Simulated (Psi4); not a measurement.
# CH2F3Si (SMILES [CH2][Si](F)(F)F) at UMP2/cc-pV(T+d)Z (density fitting, density fitting for correlation, sweep point 4)

What is the vertical doublet–quartet gap of CH2F3Si at UMP2/cc-pV(T+d)Z (density fitting, density fitting for correlation, sweep point 4)? 

Program for the calculation: Psi4 1.11.

## 1. The structure to begin with

The species is CH2F3Si (7 atoms), meant as a doublet with charge 0. As SMILES, `[CH2][Si](F)(F)F`. The coordinates come from a PBE0-D4/def2-TZVP relaxation.

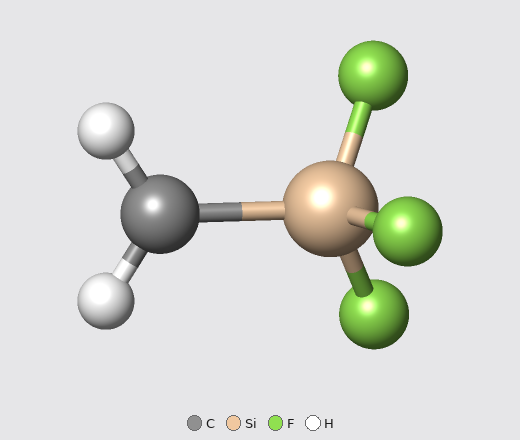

The structure, seen from a chosen angle (carbon grey, silicon light orange, fluorine green, hydrogen white).

## 2. A single-point energy at UMP2/cc-pV(T+d)Z (density fitting, density fitting for correlation, sweep point 4)

The input, job.dat:

```
memory 1.6 GB

molecule {
  0 2
  C     -0.691800     0.401700     0.763500
  Si     0.442900    -0.260900    -0.483500
  F      0.009400     0.178500    -1.934200
  F      0.495400    -1.838000    -0.481100
  F      1.916900     0.241300    -0.236600
  H     -1.731100     0.616200     0.542200
  H     -0.380400     0.593100     1.784100
  symmetry c1
}

set globals {
  basis           cc-pV(T+d)Z
  reference       uhf
  puream          true
  scf_type        df
  num_frozen_docc 9
  maxiter         100
}

result, w = energy("mp2", return_wfn=True)
print_variables()
```

Command:

```console
$ psi4 job.dat job.out -n 1
```

job.out, cut to the lines that bear on the results:

```text
[...]
  Running in c1 symmetry.
[...]
  Nuclear repulsion =  252.903389313826551
[...]
  Multiplicity = 2
[...]
  Nalpha       = 25
  Nbeta        = 24
[...]
    Number of basis functions: 187
[...]
   @DF-UHF iter   1:  -626.52450496376844   -1.15225e+00   2.78251e-03 ADIIS/DIIS
[...]
   @DF-UHF iter  13:  -626.62277140535116   -1.46656e-11   5.15401e-09 DIIS
[...]
   @S^2 Observed:                7.599770348E-01
[...]
    Orbital Energies [Eh]
    ---------------------
    Alpha Occupied:
       1A    -68.881169     2A    -26.310545     3A    -26.310367
       4A    -26.308497     5A    -11.268276     6A     -6.217536
       7A     -4.326759     8A     -4.326658     9A     -4.324291
      10A     -1.633789    11A     -1.606110    12A     -1.604462
      13A     -0.988808    14A     -0.814621    15A     -0.745063
      16A     -0.744234    17A     -0.717548    18A     -0.694307
      19A     -0.693065    20A     -0.668350    21A     -0.665829
      22A     -0.648169    23A     -0.611240    24A     -0.562255
      25A     -0.435401
    Alpha Virtual:
[...]
  @DF-UHF Final Energy:  -626.62277140535116
   => Energetics <=
    Nuclear Repulsion Energy =            252.9033893138265512
    One-Electron Energy =               -1375.4329488940766169
    Two-Electron Energy =                 495.9067881748987361
    Total Energy =                       -626.6227714053511590
  UHF NO Occupations:
  HONO-2 :   23  A 1.9992216
  HONO-1 :   24  A 1.9964063
  HONO-0 :   25  A 1.0000000
  LUNO+0 :   26  A 0.0035937
  LUNO+1 :   27  A 0.0007784
[...]
 Multipole Moments:
 ------------------------------------------------------------------------------------
     Multipole            Electronic (a.u.)      Nuclear  (a.u.)        Total (a.u.)
 ------------------------------------------------------------------------------------
 L = 1.  Multiply by 2.5417464519 to convert [e a0] to [Debye]
 Dipole X            :          3.1878738           -3.8020410           -0.6141672
 Dipole Y            :         -1.8466915            2.1999371            0.3532456
 Dipole Z            :         -3.5033074            4.1778927            0.6745853
 Magnitude           :                                                    0.9782889
[...]
```

Wall time 11 s (1 thread of Intel Xeon Platinum 8488C (Sapphire Rapids), shared host); peak memory 0.41 GiB.

## 3. The quartet, same level

The input, ch2f3si.dat:

```
memory 1.6 GB

molecule {
  0 4
  C     -0.691800     0.401700     0.763500
  Si     0.442900    -0.260900    -0.483500
  F      0.009400     0.178500    -1.934200
  F      0.495400    -1.838000    -0.481100
  F      1.916900     0.241300    -0.236600
  H     -1.731100     0.616200     0.542200
  H     -0.380400     0.593100     1.784100
  symmetry c1
}

set {
  basis cc-pV(T+d)Z
  reference uhf
  puream true
  scf_type df
  num_frozen_docc 9
  maxiter 100
}

energy_value = energy('mp2')
print_variables()
```

Command:

```console
$ psi4 -i ch2f3si.dat -o ch2f3si.out -n 1
```

ch2f3si.out, cut to the lines that bear on the results:

```text
[...]
  Running in c1 symmetry.
[...]
  Nuclear repulsion =  252.903389313826551
[...]
  Multiplicity = 4
[...]
  Nalpha       = 26
  Nbeta        = 23
[...]
    Number of basis functions: 187
[...]
   @DF-UHF iter   1:  -626.09761720408630   -7.25362e-01   2.77874e-03 ADIIS/DIIS
[...]
   @DF-UHF iter  29:  -626.23570377758358    5.24096e-11   9.32496e-09 DIIS
[...]
   @S^2 Observed:                3.760024282E+00
[...]
    Orbital Energies [Eh]
    ---------------------
    Alpha Occupied:
       1A    -68.994060     2A    -26.366419     3A    -26.366336
       4A    -26.364323     5A    -11.383367     6A     -6.327321
       7A     -4.440333     8A     -4.433099     9A     -4.432604
      10A     -1.689530    11A     -1.661146    12A     -1.659626
      13A     -1.149185    14A     -0.880817    15A     -0.800553
      16A     -0.799498    17A     -0.789932    18A     -0.746792
      19A     -0.745427    20A     -0.725218    21A     -0.716923
      22A     -0.710479    23A     -0.697582    24A     -0.696801
      25A     -0.555849    26A     -0.104580
    Alpha Virtual:
[...]
  @DF-UHF Final Energy:  -626.23570377758358
   => Energetics <=
    Nuclear Repulsion Energy =            252.9033893138265512
    One-Electron Energy =               -1371.7383389526548854
    Two-Electron Energy =                 492.5992458612446399
    Total Energy =                       -626.2357037775835806
  UHF NO Occupations:
  HONO-2 :   24  A 1.0000000
  HONO-1 :   25  A 1.0000000
  HONO-0 :   26  A 1.0000000
  LUNO+0 :   27  A 0.0034608
  LUNO+1 :   28  A 0.0006402
[...]
 Multipole Moments:
 ------------------------------------------------------------------------------------
     Multipole            Electronic (a.u.)      Nuclear  (a.u.)        Total (a.u.)
 ------------------------------------------------------------------------------------
 L = 1.  Multiply by 2.5417464519 to convert [e a0] to [Debye]
 Dipole X            :          3.9981338           -3.8020410            0.1960928
 Dipole Y            :         -2.2637241            2.1999371           -0.0637870
 Dipole Z            :         -4.4868685            4.1778927           -0.3089758
 Magnitude           :                                                    0.3714663
[...]
```

Wall time 16 s (1 thread of Intel Xeon Platinum 8488C (Sapphire Rapids), shared host); peak memory 0.41 GiB.

## 4. What came out

At UMP2/cc-pV(T+d)Z (density fitting, density fitting for correlation, sweep point 4), 9 core orbitals frozen:

```
                                                           quantity          value
                                              doublet: total energy  -627.62412 Eh
doublet: HOMO energy (Hartree–Fock orbitals) (highest over α and β)      -11.85 eV
 doublet: LUMO energy (Hartree–Fock orbitals) (lowest over α and β)        1.48 eV
               doublet: correlation energy (9 core orbitals frozen)    -1001.4 mEh
                         doublet: ⟨S²⟩ of the reference determinant          0.760
                                              quartet: total energy  -627.23377 Eh
quartet: HOMO energy (Hartree–Fock orbitals) (highest over α and β)       -2.85 eV
               quartet: correlation energy (9 core orbitals frozen)     -998.1 mEh
                         quartet: ⟨S²⟩ of the reference determinant          3.760
                   vertical energy of the quartet above the doublet      10.622 eV
```

**Reading.** At this shape the quartet lies 10.62 eV (1025 kJ/mol) above the doublet.
